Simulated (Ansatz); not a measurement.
**BGeHF+ (triplet): from Hartree-Fock to the top rungs, cc-pVDZ**

Aim: climb from Hartree-Fock through coupled cluster and multireference methods for BGeHF+ (triplet) at one geometry and basis, and see what each rung misses.

The runs use Ansatz 0.2.0, Gaussian basis; cc-pVDZ, core rule «outside noble gas», up to 16 orbitals frozen.

Plan: UHF; CCSD(T) on ROHF; CCSD(T) on UHF; BCCD(T) on ROHF; CISD as a restricted active space (open shells left free, so some higher excitations enter); CCSDT(Q) on ROHF; CCSDT(Q) on UHF; CASSCF and NEVPT2, 10 electrons in 10 orbitals.

19 further runs of the same task are left out: 7 that didn't finish, 12 set aside as unsound or not needed. Runs told in other sessions of the task aren't counted.

## (1) What is computed

The geometry is a PBE0/def2-TZVP stationary point (not a proven minimum) of the parent state, kept for this charge and spin. No spin-orbit coupling is included. The filled d shell of Ge may be among the frozen orbitals whatever the setting's name suggests.

4 atoms, charge 1, spin multiplicity 3.

Atoms are counted from 1 here; the program's logs count them from 0.

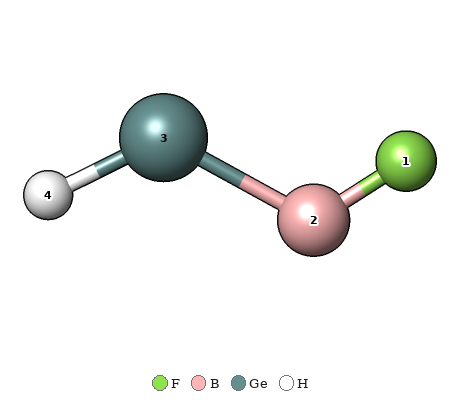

The geometry (fluorine green, boron pink, germanium teal, hydrogen white); atoms are numbered from 1 in the order of the file.

Geometry (Å):

```xyz
4

F     0.0000   -0.1900    2.1854
B     0.0000    0.6657    1.1899
Ge    0.0000   -0.0607   -0.7211
H     0.0000    0.8138   -1.9885
```

## (2) UHF

The input, in.yaml:

```yaml
crystal:
  periodic: [false, false, false]
  atoms:
    - {symbol: F, position_ang: [0.000000, -0.189970, 2.185434]}
    - {symbol: B, position_ang: [0.000000, 0.665666, 1.189921]}
    - {symbol: Ge, position_ang: [0.000000, -0.060678, -0.721086]}
    - {symbol: H, position_ang: [0.000000, 0.813817, -1.988494]}
basis:
  gaussian: {orbitals: cc-pVDZ}
total_charge: 1
magnetization: {spin_polarized: true, initial_magnetization: 2}
hamiltonian: {xc: hf}
output: {orbitals: {seedname: orbitals}}
```

Command:

```console
$ ansatz run in.yaml --threads 1 --pin off --events-out ev --progress --plain --max-ram 2393MiB
```

After this run come: CCSD(T) on ROHF; CCSD(T) on UHF; BCCD(T) on ROHF; CISD as a restricted active space (open shells left free, so some higher excitations enter); CCSDT(Q) on ROHF; CCSDT(Q) on UHF; CASSCF and NEVPT2, 10 electrons in 10 orbitals.

Q: Predict the results of all the runs planned. Wanted: UCCSDT(Q) from the RHF energy; RMP2 from UCCSDT(Q); UMP2 from UCCSDT(Q); RCCSD from UCCSDT(Q); RCCSD(T) from UCCSDT(Q); UCCSD(T) from UCCSDT(Q); RCCSDT(Q) from UCCSDT(Q); T1 diagnostic.

The runs gave:

| quantity | value |
| --- | --- |
| UCCSDT(Q) from the ROHF energy | -9.5080 eV |
| RMP2 from UCCSDT(Q) | +23.54 kcal/mol |
| UMP2 from UCCSDT(Q) | +24.22 kcal/mol |
| RCCSD from UCCSDT(Q) | +8.12 kcal/mol |
| RCCSD(T) from UCCSDT(Q) | +1.65 kcal/mol |
| UCCSD(T) from UCCSDT(Q) | +1.51 kcal/mol |
| RCCSDT(Q) from UCCSDT(Q) | +0.33 kcal/mol |
| levels within 1 kcal/mol (43 meV) | RCCSDT, UCCSDT, RCCSDT(Q) |
| T1 diagnostic | 0.031 |

What this shows: RCCSD(T) misses by +1.65 kcal/mol, 0.8 % of the correlation energy. These misses are within one basis, not against nature; the frozen cores of restricted and unrestricted runs differ, which can shift their rows.
